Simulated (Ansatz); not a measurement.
**C₂H₇BFNSn: density, localisation and related maps**

The calculation's input:

```
crystal:
  periodic: [false, false, false]
  atoms:
    - { symbol: C, position_ang: [0.5265, -2.2018, -0.3508] }
    - { symbol: Sn, position_ang: [0.2474, -0.4901, 0.9603] }
    - { symbol: "N", position_ang: [-1.2136, 0.7978, 0.182] }
    - { symbol: C, position_ang: [-0.6459, 1.4272, -1.0082] }
    - { symbol: B, position_ang: [-0.5716, 2.2341, 0.2912] }
    - { symbol: F, position_ang: [-0.1148, 3.3936, 1.071] }
    - { symbol: H, position_ang: [1.2687, -2.8482, 0.0486] }
    - { symbol: H, position_ang: [-0.4533, -2.6699, -0.4638] }
    - { symbol: H, position_ang: [0.8044, -1.7775, -1.3182] }
    - { symbol: H, position_ang: [1.7881, 0.3451, 1.1275] }
    - { symbol: H, position_ang: [-0.2678, -1.0551, 2.5577] }
    - { symbol: H, position_ang: [0.2497, 1.0299, -1.4061] }
    - { symbol: H, position_ang: [-1.5973, 1.7802, -1.6765] }
basis:
  gaussian: { orbitals: def2-SVP }
hamiltonian:
  xc: pbe0
  dispersion: d4
relax:
  f_tol: 0.015
  max_steps: 40
output:
  orbitals: {}
```

Launched as:

```sh
ansatz run input.yaml --threads 2 --pin off --max-ram 3072MiB --backend cpu --events-out ev --progress --plain --runs-dir out
```

The fields are those of the relaxed geometry.

Core potentials replace the inner electrons of Sn.

Theory: RKS PBE0-D4/def2-SVP in Ansatz 0.2.0.

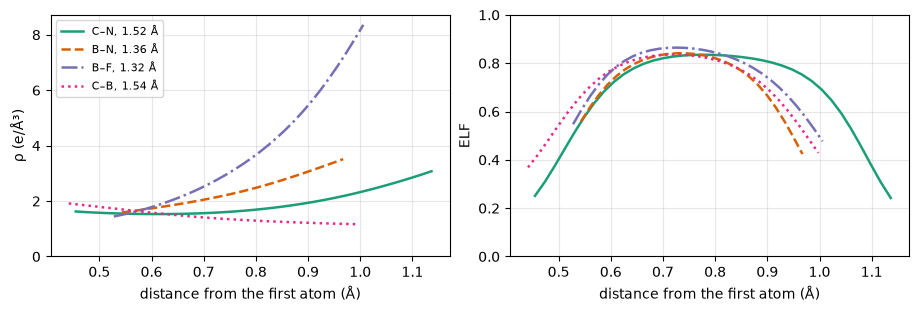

Figure 1. Electron density and electron localisation function along straight lines between neighbouring atoms. The curves leave out the atomic cores.

### What can be read from the curves?

C–N (1.52 Å): ρ is about 1.6 e/Å³ halfway; the ELF peaks at about 0.85 between the atoms, as expected for a shared electron pair.
B–N (1.36 Å): the density is about 2 e/Å³ at the midpoint; the ELF peaks at about 0.85 between the atoms: a shared but strongly polarised pair.
B–F (1.32 Å): ρ at the midpoint is about 2.2 e/Å³; the ELF peaks at about 0.85 between the atoms: a polar covalent bond.
C–B (1.54 Å): the density is about 1.3 e/Å³ at the midpoint; the ELF peaks at about 0.85 between the atoms, as expected for a covalent bond.

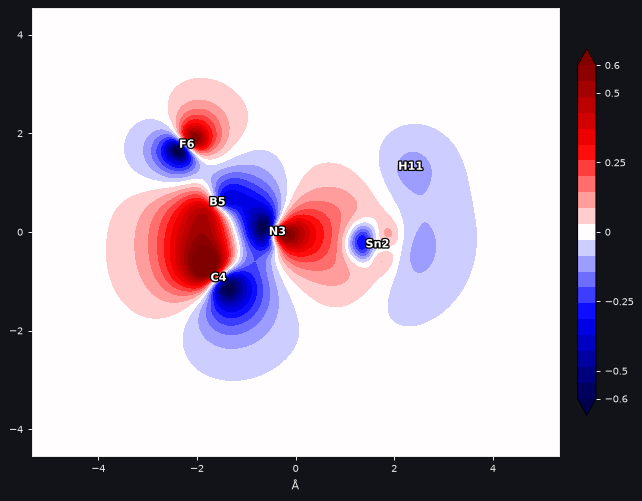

Figure 2. The HOMO−1 on the plane of atoms N3, B5 and F6 (values in Å⁻³ᐟ²; the overall sign is arbitrary).

### What is the character of this orbital?

By Hirshfeld shares it lies mainly on C4 (about 35 %), B5 (about 20 %), N3 (about 15 %), Sn2 (about 10 %) and F6 (about 10 %). Its energy is −7.47 eV.
